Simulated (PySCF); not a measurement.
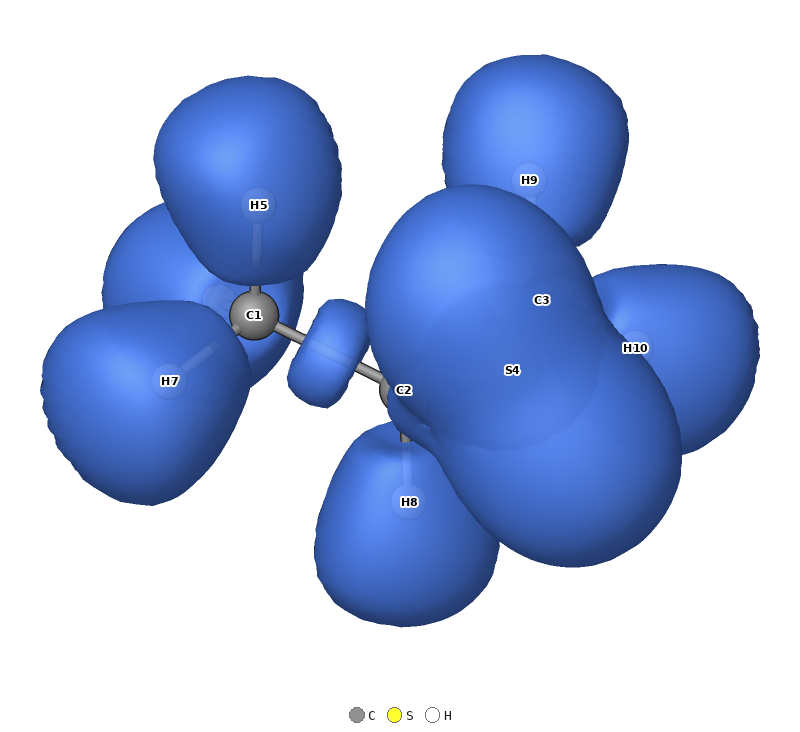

*C₃H₆S (SMILES C[C@H]1CS1). Isosurface of the ELF at 0.75 (blue), seen at a tilt. Only the valence region is drawn (cores and ρ < 0.01 e/Å³ removed).*

Geometry: PBE0-D3(BJ)/def2-TZVP.

Level of theory: PBE0/aug-cc-pVTZ, SCF density, gas phase in PySCF 2.14.0.

```xyz
10

C    -1.0604   -0.5380   -0.3842
C     0.3413   -0.4127    0.1335
C     0.9892    0.9135    0.2092
S     0.5898    0.2047    1.8186
H    -1.6624    0.3162   -0.0685
H    -1.0581   -0.5761   -1.4785
H    -1.5382   -1.4465   -0.0139
H     0.9996   -1.2427   -0.1077
H     0.3964    1.7761   -0.0781
H     2.0469    0.9895   -0.0170
```

### Describe the localisation domains.

The surface consists of two regions between bonded C–C atoms (shared pairs), six regions around hydrogen nuclei and one region on S in which the atom's valence shell and bonds are merged. Along the contacts the grid gives the following. C–C (1.48 Å): the ELF peaks at about 0.90 between the atoms; localised, covalent bonding. C–S (1.80 Å): the ELF peaks at about 0.80 between the atoms (localised, covalent bonding).
